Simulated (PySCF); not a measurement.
# Au3: how settings move a single point

Which settings matter for Au3? Each run alters one on purpose. The species was built from a template and needn't be a known compound.

Program: PySCF 2.14.0. Level of theory: TPSS, Au def2-SVP with ECP60; scalar-relativistic core potentials, no spin–orbit coupling. These are calculated values, not measurements.

3 further runs of the same task are left out: 2 for a known fault of the program, 1 that didn't finish.

**1. The system as given**

3 atoms, charge 0, spin multiplicity 2.

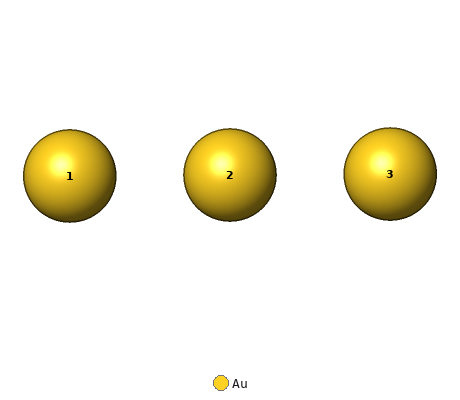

The geometry (gold amber); atoms are numbered from 1 in the order of the file.

Coordinates:

```xyz
3

Au    0.0000    0.0000    2.5975
Au    0.0000    0.0000    0.0000
Au    0.0000    0.0000   -2.5975
```

An earlier session relaxed this geometry at TPSS, Au def2-SVP with ECP60 (doublet, point group D∞h).

The sound run used a (50, 194) grid (finer on f atoms), a threshold of 1e-8 and at most 55 cycles, and ended at -407.123304 Eh.

**2. Try 1**

File run.py (the lines that set the calculation):

```python
mol = gto.M(atom='''
Au     0.00000     0.00000     2.90919
Au     0.00000     0.00000     0.00000
Au     0.00000     0.00000    -2.90919''',
    basis={'Au': 'def2-SVP'},
    ecp={'Au': 'def2-SVP'},
    charge=0, spin=1)
mf = dft.UKS(mol, xc='TPSS')
mf.grids.atom_grid = (50, 194)
mf = mf.density_fit()  # fitting sets: Au def2-universal-JKFIT
mf.conv_tol = 1e-08; mf.max_cycle = 55
mf.kernel(dm0)  # dm0: free metal ions and neutral atoms
```

Started as:

```
$ OMP_NUM_THREADS=2 python run.py
```

What it wrote:

```text
init E= -407.024937776954
  HOMO = -0.256463660366  LUMO = -0.24207158465  gap/eV = 0.39163
cycle= 1 E= -407.076378362355  delta_E= -0.0514  |g|= 0.229  |ddm|= 1.89
cycle= 2 E= -406.715547702295  delta_E= 0.361  |g|= 0.768  |ddm|= 1.81
  HOMO = -0.207818562565  LUMO = -0.194499424914  gap/eV = 0.36243
cycle= 3 E= -407.064488279154  delta_E= -0.349  |g|= 0.262  |ddm|= 1.74
  HOMO = -0.22158123148  LUMO = -0.207507679959  gap/eV = 0.38296
cycle= 4 E= -407.103404429298  delta_E= -0.0389  |g|= 0.0424  |ddm|= 0.395
  HOMO = -0.223214612898  LUMO = -0.207339074015  gap/eV = 0.43200
cycle= 5 E= -407.104454686606  delta_E= -0.00105  |g|= 0.0204  |ddm|= 0.0848
  HOMO = -0.224146587087  LUMO = -0.207468621754  gap/eV = 0.45383
cycle= 6 E= -407.104644915416  delta_E= -0.00019  |g|= 0.00366  |ddm|= 0.0411
  HOMO = -0.224167205976  LUMO = -0.207199044934  gap/eV = 0.46173
cycle= 7 E= -407.10465418257  delta_E= -9.27e-06  |g|= 0.00108  |ddm|= 0.0128
  HOMO = -0.224232425037  LUMO = -0.20714736213  gap/eV = 0.46491
cycle= 8 E= -407.104655335347  delta_E= -1.15e-06  |g|= 0.000198  |ddm|= 0.00422
  HOMO = -0.22424193126  LUMO = -0.207141787855  gap/eV = 0.46532
cycle= 9 E= -407.104655371165  delta_E= -3.58e-08  |g|= 2.05e-05  |ddm|= 0.000646
  HOMO = -0.224241285829  LUMO = -0.207141195299  gap/eV = 0.46532
cycle= 10 E= -407.104655371521  delta_E= -3.56e-10  |g|= 5.39e-06  |ddm|= 7.42e-05
  HOMO = -0.224240712223  LUMO = -0.207140887502  gap/eV = 0.46531
Extra cycle  E= -407.104655371328  delta_E= 1.93e-10  |g|= 1.71e-05  |ddm|= 5.7e-05
converged SCF energy = -407.104655371328  <S^2> = 0.75628777  2S+1 = 2.0062779
```

Wall time 5 s (2 threads of Intel Xeon Platinum 8488C (Sapphire Rapids), shared host).

Changed: the scale of all coordinates (1.12). It converges in 10 cycles, +0.507 eV from the sound run, with a largest force component of 1.26 eV/Å. The setting is unsound, so these numbers aren't the compound's.

**3. Try 2**

File run.py (the lines that set the calculation):

```python
mol = gto.M(atom='''
Au     0.00000     0.00000     2.59749
Au     0.00000     0.00000     0.00000
Au     0.00000     0.00000    -2.59749''',
    basis={'Au': 'def2-SVP'},
    ecp={'Au': 'def2-SVP'},
    charge=0, spin=1)
mf = dft.UKS(mol, xc='TPSS')
mf.grids.atom_grid = (10, 14)
mf = mf.density_fit()  # fitting sets: Au def2-universal-JKFIT
mf.conv_tol = 1e-08; mf.max_cycle = 55
mf.kernel(dm0)  # dm0: free metal ions and neutral atoms
```

Started as:

```
$ OMP_NUM_THREADS=2 python run.py
```

What it wrote:

```text
init E= -406.805203989732
  HOMO = -0.230440572595  LUMO = -0.215412954086  gap/eV = 0.40892
cycle= 1 E= -406.899778897946  delta_E= -0.0946  |g|= 0.31  |ddm|= 2.75
cycle= 2 E= -406.384715439264  delta_E= 0.515  |g|= 0.986  |ddm|= 1.89
  HOMO = -0.183555538755  LUMO = -0.17112998711  gap/eV = 0.33812
cycle= 3 E= -406.918395914119  delta_E= -0.534  |g|= 0.246  |ddm|=  1.7
  HOMO = -0.194698228768  LUMO = -0.181582384137  gap/eV = 0.35690
cycle= 4 E= -406.951003607723  delta_E= -0.0326  |g|= 0.0357  |ddm|= 0.336
  HOMO = -0.194796265015  LUMO = -0.179955970707  gap/eV = 0.40382
cycle= 5 E= -406.951732506329  delta_E= -0.000729  |g|= 0.018  |ddm|= 0.0698
  HOMO = -0.19549735431  LUMO = -0.180102887751  gap/eV = 0.41890
cycle= 6 E= -406.951857706966  delta_E= -0.000125  |g|= 0.00558  |ddm|= 0.03
  HOMO = -0.195527457799  LUMO = -0.179886978227  gap/eV = 0.42560
cycle= 7 E= -406.951874700973  delta_E= -1.7e-05  |g|= 0.00162  |ddm|= 0.015
  HOMO = -0.195570195253  LUMO = -0.17989803911  gap/eV = 0.42646
cycle= 8 E= -406.951876910636  delta_E= -2.21e-06  |g|= 0.000412  |ddm|= 0.00531
  HOMO = -0.195566901439  LUMO = -0.179896092723  gap/eV = 0.42642
cycle= 9 E= -406.951877045394  delta_E= -1.35e-07  |g|= 3.94e-05  |ddm|= 0.000983
  HOMO = -0.195565579196  LUMO = -0.179897750071  gap/eV = 0.42634
cycle= 10 E= -406.951877046857  delta_E= -1.46e-09  |g|= 6.82e-06  |ddm|= 8.13e-05
  HOMO = -0.195565594939  LUMO = -0.179897801222  gap/eV = 0.42634
Extra cycle  E= -406.951877046922  delta_E= -6.47e-11  |g|= 3.21e-06  |ddm|= 1.54e-05
converged SCF energy = -406.951877046922  <S^2> = 0.75327118  2S+1 = 2.0032685
```

It took 3.4 s on 2 threads of Intel Xeon Platinum 8488C (Sapphire Rapids), shared host.

Changed: the integration grid, to (10, 14). It converges in 10 cycles, +4.665 eV from the sound run, with a largest force component of 15.19 eV/Å. The setting is unsound, so these numbers aren't the compound's.

**4. Try 3**

run.py (the lines that set the calculation), as its differences from that of step 3:

```diff
@@ -8,5 +8,5 @@
 mf = dft.UKS(mol, xc='TPSS')
-mf.grids.atom_grid = (10, 14)
+mf.grids.atom_grid = (50, 194)
 mf = mf.density_fit()  # fitting sets: Au def2-universal-JKFIT
-mf.conv_tol = 1e-08; mf.max_cycle = 55
+mf.conv_tol = 1e-05; mf.max_cycle = 55
 mf.kernel(dm0)  # dm0: free metal ions and neutral atoms
```

Started as:

```
$ OMP_NUM_THREADS=2 python run.py
```

What it wrote:

```text
init E= -407.16400469897
  HOMO = -0.261393048993  LUMO = -0.247034793174  gap/eV = 0.39071
cycle= 1 E= -407.093600056372  delta_E= 0.0704  |g|= 0.24  |ddm|= 1.99
  HOMO = -0.148036892903  LUMO = -0.14702832851  gap/eV = 0.02744
cycle= 2 E= -406.735295664661  delta_E= 0.358  |g|= 0.83  |ddm|= 1.95
  HOMO = -0.213210951212  LUMO = -0.199480233316  gap/eV = 0.37363
cycle= 3 E= -407.09825040485  delta_E= -0.363  |g|= 0.219  |ddm|=  1.8
  HOMO = -0.225780849289  LUMO = -0.211359713703  gap/eV = 0.39242
cycle= 4 E= -407.1226648689  delta_E= -0.0244  |g|= 0.032  |ddm|= 0.307
  HOMO = -0.222287516989  LUMO = -0.210284599397  gap/eV = 0.32662
cycle= 5 E= -407.123152864071  delta_E= -0.000488  |g|= 0.0183  |ddm|= 0.0675
  HOMO = -0.223420238213  LUMO = -0.210737771682  gap/eV = 0.34511
cycle= 6 E= -407.123296654928  delta_E= -0.000144  |g|= 0.00339  |ddm|= 0.0366
  HOMO = -0.223905096176  LUMO = -0.210554830661  gap/eV = 0.36328
cycle= 7 E= -407.123303624848  delta_E= -6.97e-06  |g|= 0.000459  |ddm|= 0.00861
  HOMO = -0.223717573439  LUMO = -0.210520797413  gap/eV = 0.35910
Extra cycle  E= -407.123303172873  delta_E= 4.52e-07  |g|= 0.00112  |ddm|= 0.00325
converged SCF energy = -407.123303172873  <S^2> = 0.75330316  2S+1 = 2.0033004
```

Run time: 4.5 s. Hardware: 2 threads of Intel Xeon Platinum 8488C (Sapphire Rapids), shared host.

Changed: the SCF threshold (1e-05). It converges in 7 cycles, at the sound run's energy within 0.001 eV, with a largest force component of 0.00 eV/Å. The result survives the change.

**5. Try 4**

run.py (the lines that set the calculation), as its differences from that of step 4:

```diff
@@ -10,3 +10,3 @@
 mf = mf.density_fit()  # fitting sets: Au def2-universal-JKFIT
-mf.conv_tol = 1e-05; mf.max_cycle = 55
-mf.kernel(dm0)  # dm0: free metal ions and neutral atoms
+mf.conv_tol = 1e-08; mf.max_cycle = 55
+mf.kernel(dm0)  # dm0: smeared density
```

Started as:

```
$ OMP_NUM_THREADS=2 python run.py
```

What it wrote:

```text
init E= -407.025473596723
  HOMO = -0.238901259859  LUMO = -0.231521918392  gap/eV = 0.20080
cycle= 1 E= -407.10889695727  delta_E= -0.0834  |g|= 0.163  |ddm|= 1.13
  HOMO = -0.168378429236  LUMO = -0.167257516858  gap/eV = 0.03050
cycle= 2 E= -406.856404321505  delta_E= 0.252  |g|= 0.664  |ddm|= 1.74
  HOMO = -0.216057258556  LUMO = -0.202758463668  gap/eV = 0.36188
cycle= 3 E= -407.109534264934  delta_E= -0.253  |g|= 0.161  |ddm|= 1.68
  HOMO = -0.225605947025  LUMO = -0.21158941134  gap/eV = 0.38141
cycle= 4 E= -407.122785455202  delta_E= -0.0133  |g|= 0.0278  |ddm|= 0.229
  HOMO = -0.223329409801  LUMO = -0.210978861602  gap/eV = 0.33608
cycle= 5 E= -407.123275067323  delta_E= -0.00049  |g|= 0.00864  |ddm|= 0.0635
  HOMO = -0.223651880678  LUMO = -0.210657625323  gap/eV = 0.35359
cycle= 6 E= -407.123299958812  delta_E= -2.49e-05  |g|= 0.00261  |ddm|= 0.0153
  HOMO = -0.223899924974  LUMO = -0.210553136155  gap/eV = 0.36318
cycle= 7 E= -407.123279482103  delta_E= 2.05e-05  |g|= 0.00513  |ddm|= 0.0202
  HOMO = -0.223906647207  LUMO = -0.210543911668  gap/eV = 0.36362
cycle= 8 E= -407.1233034651  delta_E= -2.4e-05  |g|= 0.000643  |ddm|= 0.0179
  HOMO = -0.223848338937  LUMO = -0.210512066873  gap/eV = 0.36290
cycle= 9 E= -407.12330382254  delta_E= -3.57e-07  |g|= 3.54e-05  |ddm|= 0.00202
  HOMO = -0.223853317604  LUMO = -0.210514488313  gap/eV = 0.36297
cycle= 10 E= -407.123303823348  delta_E= -8.08e-10  |g|= 1.21e-05  |ddm|= 9.96e-05
  HOMO = -0.223856825898  LUMO = -0.210513036336  gap/eV = 0.36310
Extra cycle  E= -407.12330382267  delta_E= 6.78e-10  |g|= 3.45e-05  |ddm|= 0.000105
converged SCF energy = -407.12330382267  <S^2> = 0.75331931  2S+1 = 2.0033166
```

Run time: 5.3 s. Hardware: 2 threads of Intel Xeon Platinum 8488C (Sapphire Rapids), shared host.

Changed: the starting guess (smeared density). It converges in 10 cycles, at the sound run's energy within 0.001 eV, with a largest force component of 0.00 eV/Å. The result survives the change.

**6. Results**

| run | changed | ending | energy change (eV) | cycles | time | usable |
| --- | --- | --- | --- | --- | --- | --- |
| 1 | the scale of all coordinates | converged | +0.507 | 10 | 5 s | no |
| 2 | the integration grid | converged | +4.665 | 10 | 3.4 s | no |
| 3 | the SCF threshold | converged | 0.000 | 7 | 4.5 s | yes |
| 4 | the starting guess | converged | 0.000 | 10 | 5.3 s | yes |

2 of 4 altered runs give a usable result. 2 ended normally with numbers unfit to quote.
